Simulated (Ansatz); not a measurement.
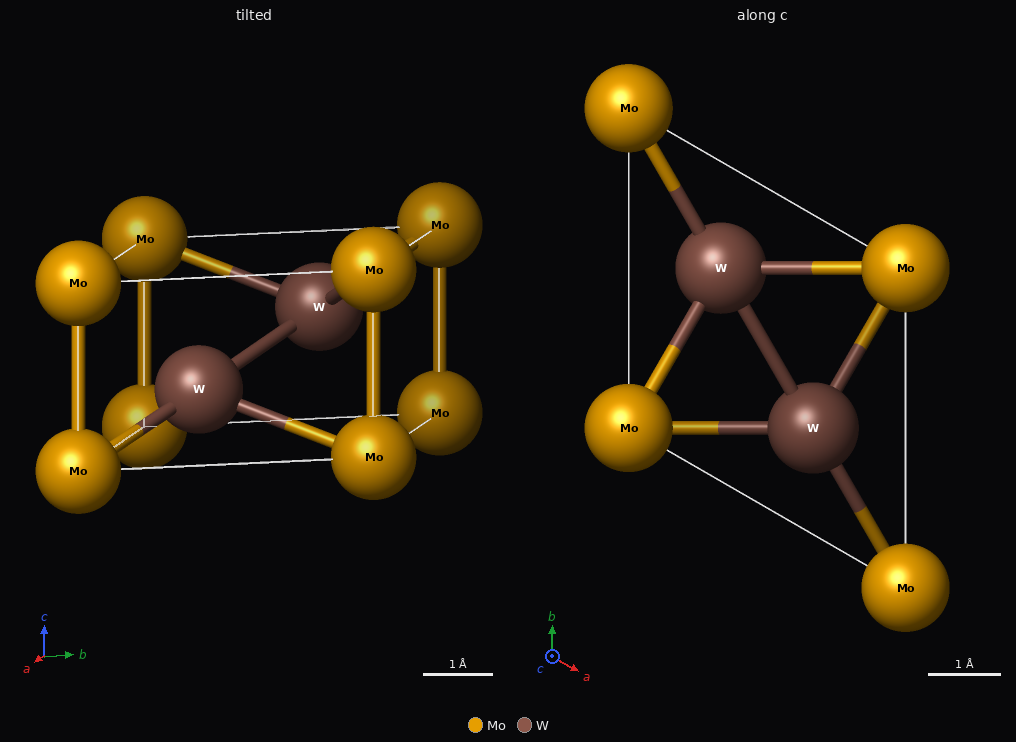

Crystal structure, ball-and-stick style, seen slightly off an axis and along the c axis. The edges of the conventional unit cell are marked.

MoW2, space group P-3m1 (No. 164), a = 4.491 Å, b = 4.491 Å, c = 2.751 Å, α = 90.00°, β = 90.00°, γ = 120.00°. Source of the structure: a structure type filled with these elements by a generator (whether the compound takes this form wasn't checked). Earlier steps of the study may have refined or changed the cell and positions. It went into a calculation with Ansatz.

This one geometry was computed with Ansatz (DFT, plane waves, PAW) at three levels of theory: r2SCAN, PBEsol and PBE.

Which level gives the highest pressure at this volume, and what does that say about its equilibrium volume?

Highest: PBE (0.0 GPa), which points to the largest equilibrium volume. Lowest, with the smallest volume: PBEsol (-8.3 GPa). Levels within 0.5 GPa of each other can't be told apart.

How does the band gap change with the level of theory?

All levels give a metal.

Collect the results in a table.

| level | cutoff (eV) | k-mesh of the run's cell | gap (eV) | pressure (GPa) |
| --- | --- | --- | --- | --- |
| r2SCAN | 500 | 12×12×16 | metal | -3.7 |
| PBEsol | 420 | 12×12×16 | metal | -8.3 |
| PBE | 420 | 12×12×16 | metal | 0.0 |

Gaps are taken on the k-mesh or band path of each run.
